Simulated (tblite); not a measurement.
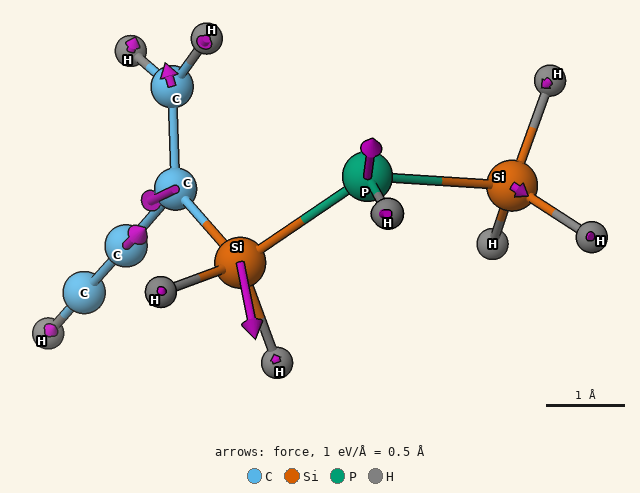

Starting geometry of C4H9PSi2 with the computed forces as purple arrows. A ball-and-stick model, seen at a tilt.

The calculation used GFN2-xTB geometry optimisation, gas phase (tblite 0.8.0). 

What follows when this structure is relaxed?

It isn't relaxed: the largest force vector, on a Si atom, is 2.22 eV/Å. The final displacements have little in common with the starting forces (cosine between the two patterns 0.14). The largest move after the best rigid fit is that of an H atom, 1.28 Å. By element the largest moves are H 1.28 Å, C 0.47 Å, Si 0.31 Å, P 0.29 Å. Some distances before and after: H–P 1.470 → 1.378 Å, C–Si 1.832 → 1.896 Å, C–C 1.459 → 1.410 Å, P–Si 2.196 → 2.235 Å. Among the angles between lasting bonds that change: Si–P–H 111.3° → 94.4°, Si–P–H 109.0° → 95.5°, Si–P–Si 112.1° → 102.7°. Groups turn about P–Si by about 60°, C–Si by about 25°. After 165 geometry steps the energy has fallen by 55.6 kJ/mol.
